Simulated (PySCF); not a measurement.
```xyz
2

Ge    0.0000    0.0000   -0.0216
H     0.0000    0.0000    1.5824
```

All numbers below come from PySCF 2.14.0, PBE0/def2-SVPD, non-relativistic Hamiltonian with scalar-relativistic core potentials where named, at a bond length of 1.604 Å.

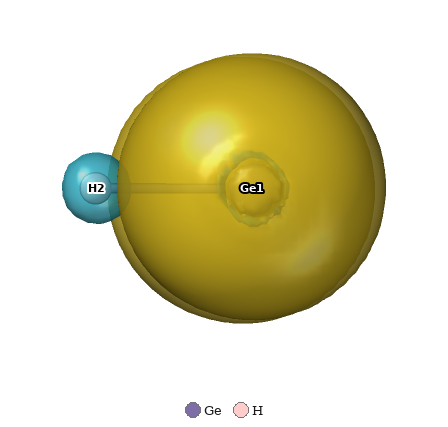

GeH (doublet). Isosurfaces of the spin density at +0.015 (yellow) and −0.015 e/Å³ (cyan), seen from one side.

### Which atoms carry the spin?

The unpaired spin (1 electron) lies mostly on Ge1 (about 1.0), in electrons by Hirshfeld's partition.
